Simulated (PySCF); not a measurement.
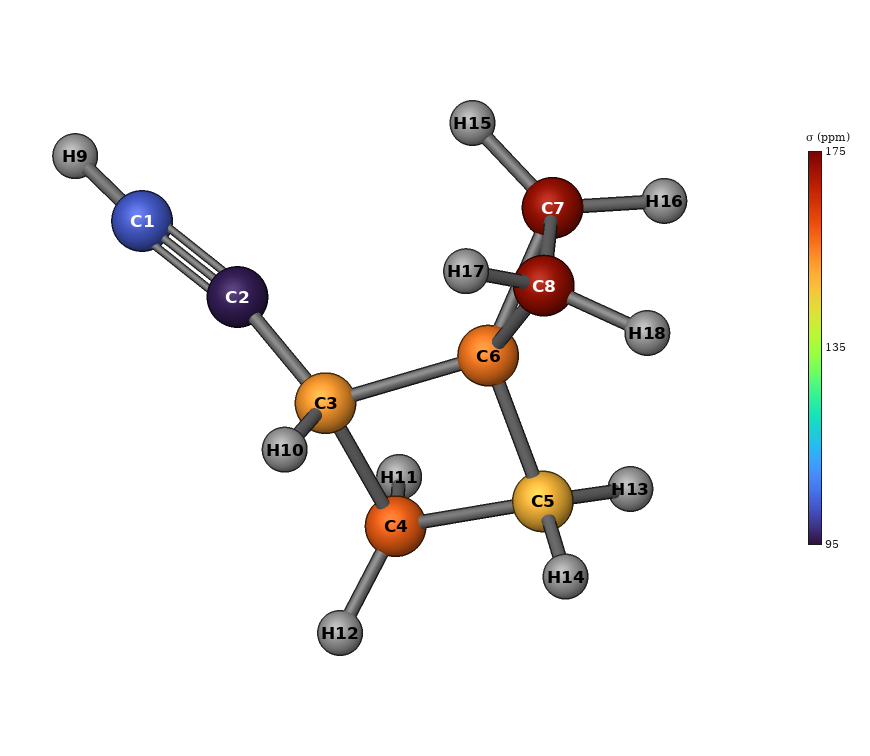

Atoms are coloured by their isotropic NMR shieldings (C only, the others grey). Geometry: a frame of a GFN2-xTB molecular-dynamics simulation, not a minimum. Properties computed with GIAO PBE0/pcSseg-1 NMR shielding, non-relativistic, gas phase (PySCF 2.14.0).

Which C atom is the most shielded (lowest chemical shift)?

C8 (171.5 ppm).

Which C atom is the least shielded (highest chemical shift)?

C2 (96.4 ppm).

How wide is the range of C shifts?

75.1 ppm.

List the isotropic NMR shieldings of the C atoms.

```
atom  σ (ppm)
  C1    103.4
  C2     96.4
  C3    152.1
  C4    158.2
  C5    148.7
  C6    155.5
  C7    171.3
  C8    171.5
```
